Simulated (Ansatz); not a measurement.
The reference is C in the diamond structure (space group Fd-3m, No. 227; a = 3.532 Å). Axes: x, y, z lie along the cube axes.

Perturbation: a pure shear with ε_xy = ε_yx = 0.0200; the atoms relax in the strained cell.

Calculations: LDA in Ansatz (plane waves to 420 eV, PAW, no spin-orbit coupling).

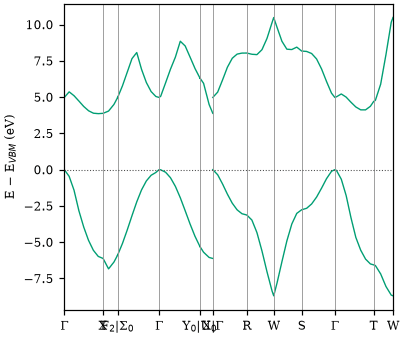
Fig. 1. Highest valence and lowest conduction band along the path of the changed cell's own zone

The gap is 3.86 eV, indirect, Γ → Γ–X (88 % along); the base has 4.17 eV.

Stability against distortions was not tested. Labels are those of the standard path for the cell's own space group.

Ansatz is a first-principles code.
